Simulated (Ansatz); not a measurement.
**NH4···H6Si2 (charge +1): density, localisation and related maps**

```tsv
atom	x (Å)	y (Å)	z (Å)
N	-0.1671	0.0599	-2.7831
H	-0.7870	-0.6216	-3.2243
H	-0.5829	0.9906	-2.8488
H	0.7363	0.0561	-3.2599
H	-0.0343	-0.1887	-1.7742
Si	0.7127	-0.0722	2.8016
Si	-0.4981	0.0111	0.7969
H	2.0216	0.5790	2.5550
H	-0.0731	0.6614	3.8211
H	0.8813	-1.4991	3.1633
H	0.2833	-0.7116	-0.2869
H	-0.6654	1.3853	0.2382
H	-1.8274	-0.6500	0.8013
```

Geometry: PBE0-D4/def2-TZVP.

All numbers below come from RKS PBE0-D4/def2-TZVPPD (Ansatz 0.2.0).

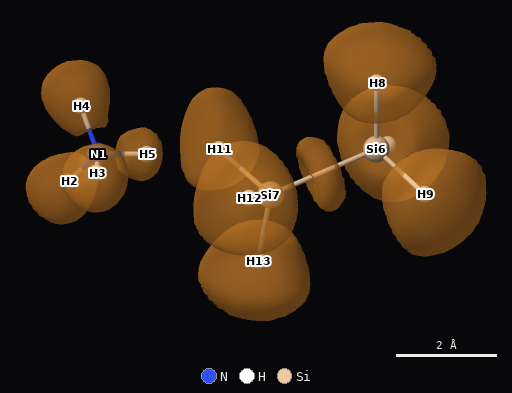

Figure 1. Isosurface of the ELF at 0.85 (orange), seen across its widest extent. Core shells and regions of very low density are left out.

**Where are the electrons localised?**

At this value the surface marks out one region between bonded Si–Si atoms (shared pairs) and ten regions around hydrogen nuclei.


H5···H11 (1.61 Å): the ELF dips to about 0.20 between them. Si–Si (2.34 Å): the ELF peaks at about 1 between the atoms, as expected for localised, covalent bonding.

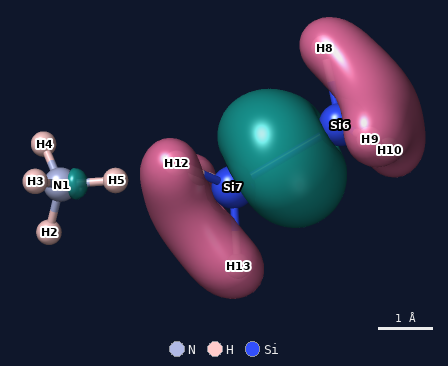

Figure 2. The HOMO at ±0.1 Å⁻³ᐟ² (teal and pink are the two phases), seen at a tilt.

**Describe this orbital and give its energy.**

By Hirshfeld shares it lies mainly on Si7 (about 40 %) and Si6 (about 35 %). Its energy is −11.96 eV.

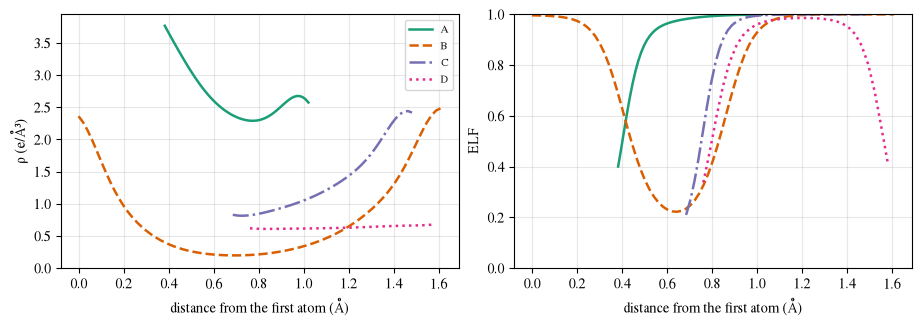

Figure 3. Electron density and ELF along straight lines between neighbouring atoms. The curves leave out the atomic cores.

**Which curve belongs to which contact (H–H, N–H, Si–H and Si–Si)? The first atom named is at distance zero.**

Curve A: N–H (1.02 Å): ρ at the midpoint is about 3 e/Å³; the ELF climbs to about 1 towards the hydrogen, as it does in any bond to H: a covalent bond by its length. Curve B: H5···H11 (1.61 Å): the density falls to about 0.2 e/Å³ on the way; the ELF dips to about 0.20 between them. Curve C: Si–H (1.48 Å): ρ is about 0.82 e/Å³ halfway; the ELF climbs to about 1 towards the hydrogen. Curve D: Si–Si (2.34 Å): ρ at the midpoint is about 0.63 e/Å³; the ELF peaks at about 1 between the atoms, as expected for a shared electron pair.

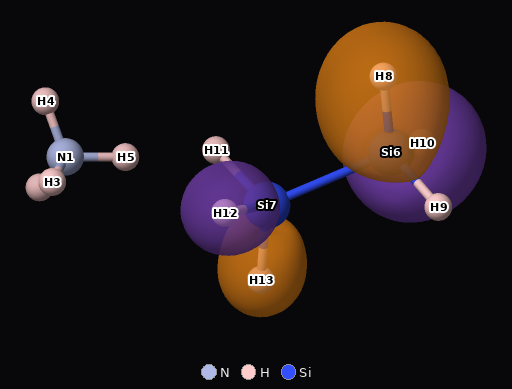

Figure 4. The HOMO−1 at ±0.1 Å⁻³ᐟ² (orange and purple are the two phases), seen across its widest extent.

**Where does this orbital lie, and at what energy?**

Its weight (Hirshfeld) is mainly on Si6 (about 35 %), H10 (about 25 %), H8 (about 20 %), Si7 (about 10 %) and H12 (about 5 %). Its energy is −12.94 eV.
